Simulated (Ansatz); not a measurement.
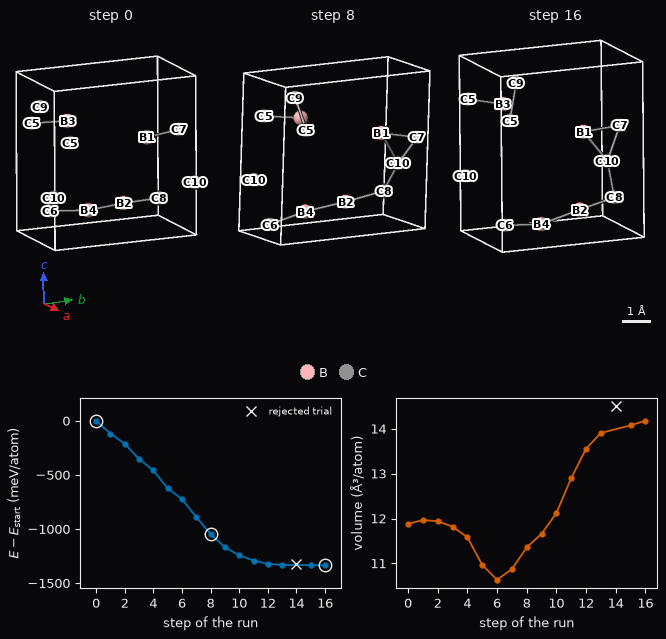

Frames of a relaxation of crystalline B$_{2}$C$_{3}$ (a generated structure, set up in P1) (coarse preliminary run), marked on the history of the run. The picture is a ball-and-stick view of the cell of the calculation, seen slightly off an axis.

All numbers below come from Ansatz 0.2.0, DFT PBE, scalar-relativistic, plane waves, PAW.

Input file:
```yaml
crystal:
  lattice:
    - [-3.4921199653, 0.0203368403, 0.0091443352]
    - [0.0150612143, -0.0250003854, -5.6866573713]
    - [0.0352244407, -5.9844833543, -0.0262905383]
  atoms:
    - { symbol: B, position: [-0.0117082037, 0.6573249866, 0.6449905647] }
    - { symbol: B, position: [0.4891133872, 0.6231196978, 0.1732061333] }
    - { symbol: B, position: [0.0207869726, 0.3567618132, 0.6586643879] }
    - { symbol: B, position: [0.5193599581, 0.3664018236, 0.1572531421] }
    - { symbol: C, position: [0.0101409033, 0.1085537014, 0.6661948441] }
    - { symbol: C, position: [0.4851169934, 0.1060481638, 0.1741630611] }
    - { symbol: C, position: [-0.0453922479, 0.8922926157, 0.668098716] }
    - { symbol: C, position: [0.5156655937, 0.8694915106, 0.1845944191] }
    - { symbol: C, position: [0.5316449888, 0.0242646804, 0.8432965165] }
    - { symbol: C, position: [-0.0147283455, -0.0042589932, 0.3295382152] }
basis:
  ecutwfc: 420
kpoints:
  mp_grid: { grid: [6, 4, 4] }
hamiltonian:
  xc: pbe
scf:
  occupations: { method: gaussian, width: 0.2 }
  lower_state_search: "off"
output:
  forces: true
  stress: true
  eigenvalues: true
relax:
  adjacent_minimum: "off"
  f_tol: 0.025
  max_steps: 60
  cell: { stress_tol: 0.25 }
```

Launched with:
```bash
ansatz run input.yaml --threads 1 --pin off --max-ram 2560MiB --backend cpu --events-out ev --progress --plain --runs-dir out
```

> What happens along the run?

The run was cut off at its time limit before the relaxation converged, so the last structure is only a point on the way. C10 moves most relative to the cell: 1.47 Å along [−3 −2 1]. By element the largest moves are C 1.47 Å, B 1.03 Å. Cell: a 3.492 → 3.774 Å (+8.1 %), b 5.687 → 5.694 Å (+0.1 %), c 5.985 → 6.599 Å (+10.3 %), α 89.5° → 89.9°, β 90.7° → 90.9°, γ 90.3° → 90.0°. Volume +19.3 %. Some distances before and after: C6–C10 2.079 → 4.577 Å, B4–C9 2.718 → 1.522 Å, B1–C10 2.684 → 1.521 Å, B2–C10 2.885 → 2.057 Å. New bonds form, among them: B1–C10 (2.68 → 1.52 Å), B4–C9 (2.72 → 1.52 Å), C5–C9 (2.04 → 1.42 Å), C6–C9 (2.05 → 1.38 Å). Bond angles that change, for instance: B3–C5–C7 172.4° → 141.6°, B2–C8–C6 170.1° → 141.4°, B4–C6–C8 170.8° → 158.3°. The space group stays P1 (No. 1). The energy falls by 1335 meV per atom in 15 accepted moves (16 points after the start). The largest force component goes from 7.1 to 0.18 eV/Å. The pressure goes from 4.55 to −0.11 GPa. The line search rejected the trial step at point 14 of the run. From step 0 to 8: C10 moves most (1.14 Å), volume −4.4 %, energy −1046 meV per atom. From step 8 to 16: B4 moves most (1.00 Å), volume +24.9 %, energy −289 meV per atom.

```csv
step,"E − E(0), meV/atom","largest force component, eV/Å","pressure, GPa","volume, Å³/atom",note
0,0.00,7.1236,4.55,11.884,
1,-117.55,1.7393,0.05,11.965,
2,-211.38,2.4959,-2.09,11.941,
3,-351.66,4.2510,-3.69,11.817,
4,-458.38,3.1151,-0.72,11.584,
5,-622.18,4.5571,3.21,10.968,
6,-723.68,2.4398,9.11,10.635,
7,-888.51,3.0497,6.98,10.872,
8,-1046.21,2.4998,-0.45,11.356,
9,-1167.69,2.2457,2.49,11.659,
10,-1242.03,1.0151,2.22,12.120,
11,-1291.44,0.7622,0.25,12.900,
12,-1321.28,0.2764,0.09,13.554,
13,-1331.39,0.2472,0.59,13.906,
14,-1322.85,1.6939,-2.37,14.498,rejected
15,-1333.13,0.1883,0.33,14.075,
16,-1335.05,0.1831,-0.11,14.180,
```

Limits of the set-up: layers or molecules are held without a dispersion correction, so their spacing is unreliable.
